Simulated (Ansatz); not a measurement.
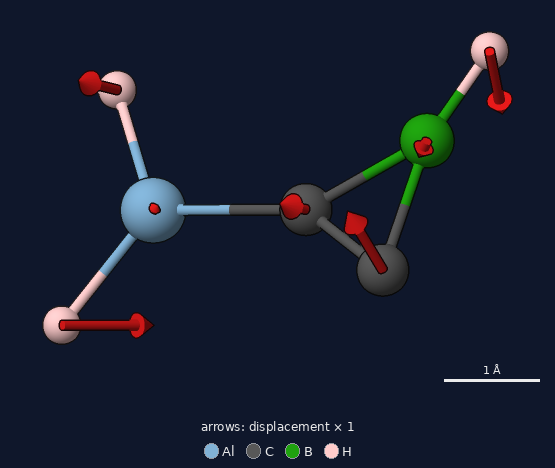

This is a relaxation of C2H3AlB (multiplicity 2). The starting structure is drawn; red arrows show the displacements, at their true length. The two geometries are superimposed by the best rigid fit.

The picture is a ball-and-stick view, seen at a tilt.

The calculation used UKS PBE0-D4/def2-TZVP in Ansatz. Set-up: force threshold 0.005 eV/Å; at most 200 steps.

**Describe the change and its energy.**

The largest move after the best rigid fit is that of an H atom, 1.22 Å. By element the largest moves are H 1.22 Å, C 0.96 Å, B 0.27 Å, Al 0.10 Å. Some distances before and after: Al–C 1.958 → 1.921 Å, C–C 1.349 → 1.320 Å, B–H 1.151 → 1.179 Å, Al–H 1.553 → 1.579 Å. Among the angles between lasting bonds that change: Al–C–B 150.4° → 128.5°, Al–C–C 149.2° → 171.0°, H–Al–H 115.9° → 124.6°. Over 17 accepted moves (19 points after the start) the energy falls by 0.211 eV. Largest force component: 1.5 eV/Å at the start, 0.0018 eV/Å at the end. The line search rejected the trial steps at points 4, 9 of the run.
